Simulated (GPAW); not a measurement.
**GeH$_{2}$ClO: property calculation**

GeH$_{2}$ClO, multiplicity 2, computed with PBEsol/real-space grid, UKS, scalar-relativistic datasets (GPAW 26.7.0).

The geometry comes from this level: GFN2-xTB.

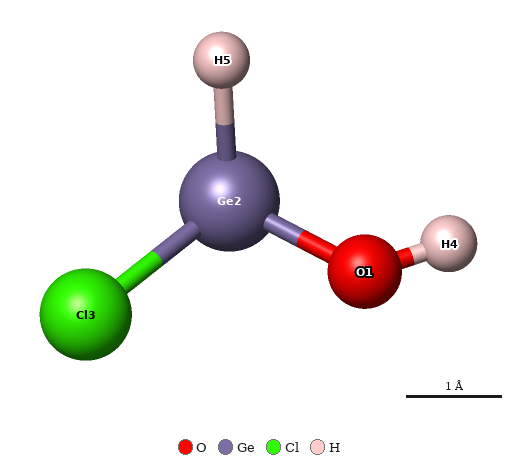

Figure 1. The structure as given in the input (ball-and-stick view, seen on its broad side; atoms are numbered from 1 in the order of the input). Sticks mark near contacts. Bond lengths as drawn: Cl–Ge 2.14 Å, Ge–H 1.67 Å, Ge–O 1.78 Å and H–O 0.95 Å.

## The input (run_sp.py)
```python
import numpy as np
from ase.io.zmatrix import parse_zmatrix
from ase.units import Debye
from gpaw import GPAW, setup_paths
from gpaw.atom.configurations import parameters
from gpaw.atom.generator import Generator

# Geometry
atoms = parse_zmatrix("""
O
Ge 1 1.781778
Cl 2 2.137245 1 98.38385
H 1 0.953959 2 121.37602 3 179.03815
H 2 1.671106 1 102.19467 4 -73.3037
""")
atoms.set_cell([13.0, 13.0, 13.0])
atoms.center()
atoms.set_initial_magnetic_moments([0.333333, 0.333333, 0.333333, 0.0, 0.0])

# No datasets are shipped for this functional: make them
for symbol in ['Cl', 'Ge', 'H', 'O']:
    Generator(symbol, xcname='PBEsol', scalarrel=True, nofiles=True, txt=None).run(**parameters[symbol])
setup_paths.insert(0, '.')

# Ground state
calculator = GPAW(mode='fd',
                  h=0.2,
                  xc='PBEsol',
                  occupations={'name': 'fermi-dirac', 'width': 0.0, 'fixmagmom': True},
                  maxiter=150,
                  symmetry='off',
                  txt='-')
atoms.calc = calculator

energy = atoms.get_potential_energy()
print(f'Energy: {energy:.5f} eV')
forces = atoms.get_forces()
print('Forces (eV/Ang)')
for symbol, f in zip(atoms.symbols, forces):
    print(f'{symbol:2} {f[0]:9.4f} {f[1]:9.4f} {f[2]:9.4f}')
dipole = atoms.get_dipole_moment() / Debye
print(f'Dipole                  {np.linalg.norm(dipole):.3f} D')

# Other functionals on this density
nsc = {}
for xc in ['AM05', 'GGA_XC_B97_D', 'TPSS', 'LDA', 'WC', 'MGGA_X_SCAN+MGGA_C_SCAN', 'M06-L', 'MGGA_X_MS2+GGA_C_REGTPSS', 'PBE', 'LDA_X+LDA_C_VWN', 'revTPSS', 'PBEsol']:
    nsc[xc] = energy + calculator.get_xc_difference(xc)
    print(f'{xc:32} {nsc[xc]:12.4f} eV')
```

Run as:
```bash
python3 run_sp.py
```

## Log
```
__  _  _
 | _ |_)|_||  |
 |__||  | ||/\| - 26.7.0

units:  Angstrom and eV
cores:  1
OpenMP: False

Versions:
  Python: 3.12.14
  ASE:    3.29.0
  Numpy:  2.5.5
  Scipy:  1.18.1
  Libxc:  7.0.0

        _gpaw.cpython-312-aarch64-linux-gnu.so

Input parameters:
  mode=FD(),
  h=0.2,
  maxiter=150,
  occupations=Occupations(name='fermi-dirac', width=0.0, fixmagmom=True),
  symmetry=Symmetry(point_group=False, time_reversal=False),
  xc=XC(name='PBEsol')

Diagonalizing LCAO Hamiltonian
Converting LCAO to fd mode
         .-------------------------------.
        /|                               |
       / |                               |
      /  |                               |
     /   |                               |
    /    |                               |
   /     |                               |
  /      |                               |
 *       |                               |
 |       |                               |
 |       |                               |
 |       |                               |
 |       |              HCl              |
 |       |         O   Ge                |
 |       |       H                       |
 |       |                               |
 |       .-------------------------------.
 |      /                               /
 |     /                               /
 |    /                               /
 |   /                               /
 |  /                               /
 | /                               /
 |/                               /
 *-------------------------------*

Atoms  # Å, Bohr magnetons
|   | symbol |        x |        y |        z |    initial magnetic moments |
|---|--------|----------|----------|----------|-----------------------------|
| 0 |      O | 5.680954 | 5.849970 | 5.728617 | ( 0.0000,  0.0000,  0.3333) |
| 1 |     Ge | 7.462732 | 5.849970 | 5.728617 | ( 0.0000,  0.0000,  0.3333) |
| 2 |     Cl | 7.774352 | 7.964375 | 5.728617 | ( 0.0000,  0.0000,  0.3333) |
| 3 |      H | 5.184273 | 5.035625 | 5.714945 | ( 0.0000,  0.0000,  0.0000) |
| 4 |      H | 7.815727 | 5.354500 | 7.285055 | ( 0.0000,  0.0000,  0.0000) |

Unit cell  # Å
| periodic |         x |         y |         z |   lengths |    angles |
|----------|-----------|-----------|-----------|-----------|-----------|
|       no | 13.000000 |  0.000000 |  0.000000 | 13.000000 | 90.000000 |
|       no |  0.000000 | 13.000000 |  0.000000 | 13.000000 | 90.000000 |
|       no |  0.000000 |  0.000000 | 13.000000 | 13.000000 | 90.000000 |

Number of symmetries: 1
Symmetry operations  # r_c * U_cc + t_c -> r_c
|   | kind |            matrix            |
|---|------|------------------------------|
| 0 |  E   |  1, 0, 0,  0, 1, 0,  0, 0, 1 |

BZ-sampling:
  Number of BZ points: 1
  Number of IBZ points: 1

  Monkhorst-Pack size: [1, 1, 1]
  Monkhorst-Pack shift: [0, 0, 0]

K-points  # in reciprocal-cell coordinates
|   |                                coordinates |     weight |
|---|--------------------------------------------|------------|
| 0 | (  0.00000000,   0.00000000,   0.00000000) | 1.00000000 |

Uniform wave function grid shape: (np.int64(63), np.int64(63), np.int64(63))
Spin-components: 2 (collinear spins)
Bands:           14
Projectors:      21
Spin-degeneracy: 1
Datatype:        float64

  Storage: CPU
  Wave functions: 56_010_528 bytes (56_010_528 per core)

Parallelization:
  kpt:    1
  domain: 1
  band:   1

Density:
  Valence electrons: 19.0
  Components: 2
  Grid points: [64 64 64]
  Charge: 0.0  # |e|

Potential:
  Grid points: [64 64 64]

species:
  O:
    name:    Oxygen
    Z:       8.0
    valence: 6
    core:    2
    charge:  0.0  # [|e|]
    file:    O.PBEsol
    compensation charges:
      type: gauss
      rc: 0.21  # [Å]
      lmax: 2
    cutoffs:
      filter: 1.17  # [Å]
      core: 0.83  # [Å]
    projectors
    | kind |    occ | energy [eV] | rcut [Å] |
    |------|--------|-------------|----------|
    |   2s |  2.000 |     -23.808 |    0.688 |
    |   2p |  4.000 |      -8.972 |    0.598 |
    |    s |        |       3.404 |    0.688 |
    |    p |        |      18.239 |    0.598 |
    |    d |        |       0.000 |    0.619 |

    Using partial waves for O as LCAO basis

  Ge:
    name:    Germanium
    Z:       32.0
    valence: 4
    core:    28
    charge:  0.0  # [|e|]
    file:    Ge.PBEsol
    compensation charges:
      type: gauss
      rc: 0.32  # [Å]
      lmax: 2
    cutoffs:
      filter: 1.77  # [Å]
      core: 3.42  # [Å]
    projectors
    | kind |    occ | energy [eV] | rcut [Å] |
    |------|--------|-------------|----------|
    |   4s |  2.000 |     -11.738 |    1.005 |
    |   4p |  2.000 |      -3.898 |    1.005 |
    |    s |        |      15.473 |    1.005 |
    |    p |        |      23.314 |    1.005 |
    |    d |        |       0.000 |    1.005 |

    Using partial waves for Ge as LCAO basis

  Cl:
    name:    Chlorine
    Z:       17.0
    valence: 7
    core:    10
    charge:  0.0  # [|e|]
    file:    Cl.PBEsol
    compensation charges:
      type: gauss
      rc: 0.25  # [Å]
      lmax: 2
    cutoffs:
      filter: 1.40  # [Å]
      core: 1.49  # [Å]
    projectors
    | kind |    occ | energy [eV] | rcut [Å] |
    |------|--------|-------------|----------|
    |   3s |  2.000 |     -20.615 |    0.794 |
    |   3p |  5.000 |      -8.561 |    0.794 |
    |    s |        |       6.597 |    0.794 |
    |    p |        |      18.651 |    0.794 |
    |    d |        |       0.000 |    0.794 |

    Using partial waves for Cl as LCAO basis

  H:
    name:    Hydrogen
    Z:       1.0
    valence: 1
    core:    0
    charge:  0.0  # [|e|]
    file:    H.PBEsol
    compensation charges:
      type: gauss
      rc: 0.15  # [Å]
      lmax: 2
    cutoffs:
      filter: 0.85  # [Å]
      core: 0.53  # [Å]
    projectors
    | kind |    occ | energy [eV] | rcut [Å] |
    |------|--------|-------------|----------|
    |   1s |  1.000 |      -6.334 |    0.476 |
    |    s |        |      20.878 |    0.476 |
    |    p |        |       0.000 |    0.476 |

    Using partial waves for H as LCAO basis

Reference energy: -71650.319890  # eV

eigensolver:
  PPCG
  Converge bands: occupied
  niter=2

density mixing:
  MSR1-Mixer
  Pratt-step length: 0.05
  Maximum mixing coefficient: 0.75
  Old densities: 10
  SVD Regularization: 0.005
  Good broyden scale: 1.0
  Trust region scale: 1.0
  Backstep threshold: 4.0
  History deletion threshold: 6.0
  Fourier metric: weight=20.0, sigma=0.015

occupation numbers:
  Fixed magnetic moment: 1.000
  # Zero width

FastPoissonSolver using
    Stencil: 6*3+1=19 point O(h^6) finite-difference Laplacian
    FFT axes: []
    FST axes: [np.int64(0), np.int64(1), np.int64(2)]

xc functional:
  name: PBEsol with 2 nearest neighbor stencil
interpolation: tri-quintic # 5. degree polynomial

Initialization done in: 2.210 s

convergence criteria:
- Maximum [total energy] change in last 3 cyles: 0.0005 eV / valence electron
- Maximum integral of absolute [dens]ity change: 0.0001 electrons / valence electron
- Maximum integral of absolute [eigenst]ate change: 4e-08 eV^2 / valence electron
maximum number of iterations: 150

SCF iterations
|iter     |     time |      energy | eigst |  dens |  magmom |
|---------|----------|-------------|-------|-------|---------|
|iter:   1| 00:00:04 |  -22.959187 | +0.77 |       |  +0.9954|
|iter:   2| 00:00:06 |  -22.440180 | -0.21 | -0.66 |  +0.9956|
|iter:   3| 00:00:08 |  -21.009811 | +0.07 | -0.70 |  +0.9979|
|iter:   4| 00:00:10 |  -21.007738 | -0.46 | -1.12 |  +0.9988|
|iter:   5| 00:00:13 |  -21.013529c| -1.41 | -1.35 |  +0.9996|
|iter:   6| 00:00:15 |  -21.016594c| -2.05 | -1.83 |  +0.9999|
|iter:   7| 00:00:17 |  -21.017231c| -2.95 | -2.32 |  +1.0000|
|iter:   8| 00:00:19 |  -21.017442c| -3.39 | -2.68 |  +1.0000|
|iter:   9| 00:00:22 |  -21.017466c| -4.09 | -3.24 |  +1.0000|
|iter:  10| 00:00:24 |  -21.017471c| -4.76 | -3.63 |  +1.0000|
|iter:  11| 00:00:26 |  -21.017472c| -5.40 | -4.11c|  +1.0000|
|iter:  12| 00:00:28 |  -21.017472c| -6.17 | -4.56c|  +1.0000|
|iter:  13| 00:00:31 |  -21.017472c| -6.74 | -4.98c|  +1.0000|
|iter:  14| 00:00:33 |  -21.017472c| -7.41c| -5.27c|  +1.0000|

Converged in 14 steps
SCF loop duration: 30.495 s (2.178 s/step)
Energy contributions relative to reference atoms: (reference = -71650.319890)

Energy contributions:
  Kinetic:          30.967825
  Coulomb:         -32.492693
  Zero:              0.883325
  External:          0.000000
  Xc:              -20.375929
  Entropy:           0.000000
  Spinorbit:         0.000000
  ----------------------------
  Free energy:     -21.017472
  Extrapolated:    -21.017472

dipole moment: (-0.017460, -0.579354, -0.012924)  # |e|*Ang

Total magnetic moment: (0.000000, 0.000000, 0.999999)

Local magnetic moments
|        x |        y |         z |
|----------|----------|-----------|
| 0.000000 | 0.000000 |  0.086077 |  # O    0
| 0.000000 | 0.000000 |  0.172656 |  # Ge   1
| 0.000000 | 0.000000 |  0.052435 |  # Cl   2
| 0.000000 | 0.000000 | -0.000738 |  # H    3
| 0.000000 | 0.000000 |  0.069814 |  # H    4

Fermi levels: -5.760, -4.700
Eigenvalues  # (at kpt = [0.000, 0.000, 0.000])
| band index |      eig [eV] | occ [0-1] |      eig [eV] | occ [0-1] |
|------------|---------------|-----------|---------------|-----------|
|          0 |       -24.974 |     1.000 |       -24.784 |     1.000 |
|          1 |       -20.512 |     1.000 |       -20.398 |     1.000 |
|          2 |       -14.418 |     1.000 |       -14.199 |     1.000 |
|          3 |       -11.493 |     1.000 |       -11.215 |     1.000 |
|          4 |        -9.688 |     1.000 |        -9.480 |     1.000 |
|          5 |        -9.172 |     1.000 |        -8.774 |     1.000 |
|          6 |        -8.036 |     1.000 |        -7.899 |     1.000 |
|          7 |        -7.839 |     1.000 |        -7.675 |     1.000 |
|          8 |        -7.740 |     1.000 |        -7.544 |     1.000 |
|          9 |        -5.760 |     1.000 |        -4.700 |     0.000 |
|         10 |        -1.314 |     0.000 |        -1.057 |     0.000 |
|         11 |        -0.852 |     0.000 |        -0.624 |     0.000 |
|         12 |        -0.470 |     0.000 |        -0.151 |     0.000 |
|         13 |         0.179 |     0.000 |         0.479 |     0.000 |

Gap: 1.784 eV
Transition (v -> c):
  (s=1, k=0, n=8, [0.00, 0.00, 0.00]) -> (s=0, k=0, n=9, [0.00, 0.00, 0.00])
No difference between direct/indirect transitions
vacuum-level: 0.000  # V
Energy: -21.01747 eV

Forces  # eV/Ang
|        x |        y |        z |
|----------|----------|----------|
| -0.17246 |  1.05935 | -0.23215 |  # O    0
|  0.15197 | -0.68527 |  1.09697 |  # Ge   1
|  0.21318 |  0.50524 | -0.02198 |  # Cl   2
| -0.22604 | -1.00192 |  0.01016 |  # H    3
|  0.04615 |  0.15954 | -0.82734 |  # H    4

Force computation time: 0.065  # s
Forces (eV/Ang)
O    -0.1725    1.0594   -0.2321
Ge    0.1520   -0.6853    1.0970
Cl    0.2132    0.5052   -0.0220
H    -0.2260   -1.0019    0.0102
H     0.0462    0.1595   -0.8273
Dipole                  2.785 D
AM05                                  30.0564 eV
GGA_XC_B97_D                        -130.7163 eV
TPSS                                -103.6754 eV
LDA                                   39.5860 eV
WC                                   -64.3172 eV
MGGA_X_SCAN+MGGA_C_SCAN             -108.7520 eV
M06-L                               -100.2288 eV
MGGA_X_MS2+GGA_C_REGTPSS             -96.0704 eV
PBE                                  -88.3159 eV
LDA_X+LDA_C_VWN                       38.9864 eV
revTPSS                              -83.4764 eV
PBEsol                               -21.0175 eV
```

## Results in brief

| quantity | value |
| --- | --- |
| outcome | converged |
| energy relative to the program's reference atoms | −21.0175 eV |
| largest force | 1.302 eV/Å |
| dipole moment | 2.78 D |
| hardware | 1 thread of Arm Neoverse V2, 24 GiB of memory available, shared host |
| wall time | 56 s |
| peak memory | 1 GiB |

## Notes

Further notes kept with the run: datasets made with stock radii, not tested.
